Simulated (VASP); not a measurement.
Band structure of HgMg3Te4 (ordered alloy cell). Level of theory: PBEsol GGA, VASP's PBE PAW potentials (set 64) (plane waves; VASP 6.6.1).

Unless said otherwise, spin-orbit coupling is left out, though it shifts the bands of the heavy elements here.

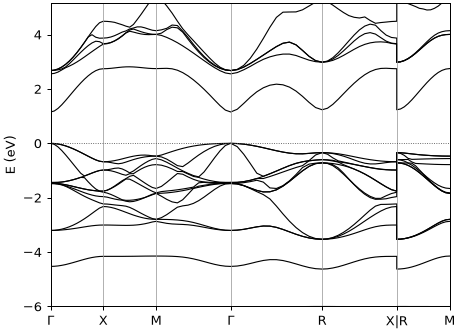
Bands along high-symmetry lines, zero at the valence-band maximum or, without a gap, the Fermi level

### Question
Read the plot: is there a gap, and where are the band edges?

### Answer
The gap is direct, 1.15 eV, from the valence maximum at Γ to the conduction minimum at Γ. (Edges off the drawn lines would not show.)

The structure was generated: HgMg3Te4 was put into an ordered model structure (P-43m), which need not be its known phase. It was relaxed first.
